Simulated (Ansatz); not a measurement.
System: B2GeH6 (SMILES B[BH][GeH3]).

```yaml
atoms:
  - { symbol: B, position_ang: [-0.7841, 0.7630, -1.3263] }
  - { symbol: B, position_ang: [0.2625, 0.9079, -0.1196] }
  - { symbol: Ge, position_ang: [0.4653, -0.8650, 0.9536] }
  - { symbol: H, position_ang: [-0.4512, 0.3498, -2.4034] }
  - { symbol: H, position_ang: [-1.9621, 0.9282, -1.1619] }
  - { symbol: H, position_ang: [0.9309, 1.8171, 0.2702] }
  - { symbol: H, position_ang: [1.9374, -1.3149, 0.9002] }
  - { symbol: H, position_ang: [-0.4038, -2.0277, 0.4443] }
  - { symbol: H, position_ang: [0.0936, -0.6047, 2.4255] }
```

Geometry: PBE0-D4/def2-TZVP.

Computed with Ansatz, RKS PBE0-D4/def2-TZVPP.

### What can the converged electron density and electron localisation function tell about the bonding?

B–B (1.60 Å): the density is about 1.2 e/Å³ at the midpoint; the ELF peaks at about 1 between the atoms (a covalent bond).
Ge–B (2.08 Å): ρ is about 0.72 e/Å³ halfway; the ELF peaks at about 0.95 between the atoms (localised, covalent bonding).
B–H (1.19 Å): ρ is about 1.2 e/Å³ halfway; the ELF climbs to about 1 towards the hydrogen, as it does in any bond to H: an ordinary covalent bond to hydrogen.
Ge–H (1.54 Å): ρ at the midpoint is about 1.1 e/Å³; the ELF climbs to about 1 towards the hydrogen.

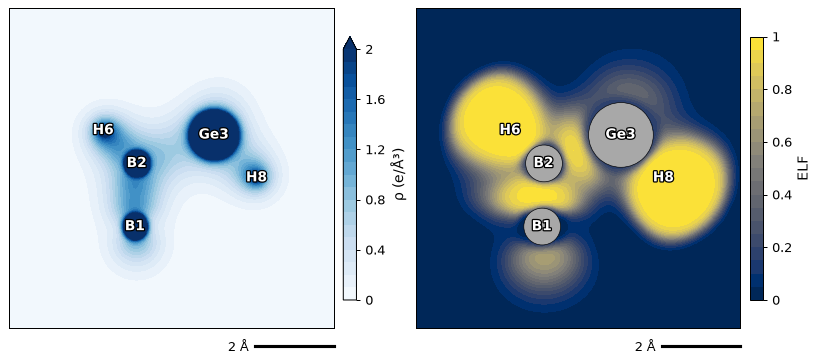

Computed electron density and electron localisation function on the plane of atoms B2, Ge3 and H8, in this order. Grey discs cover the atomic cores in the ELF map. 
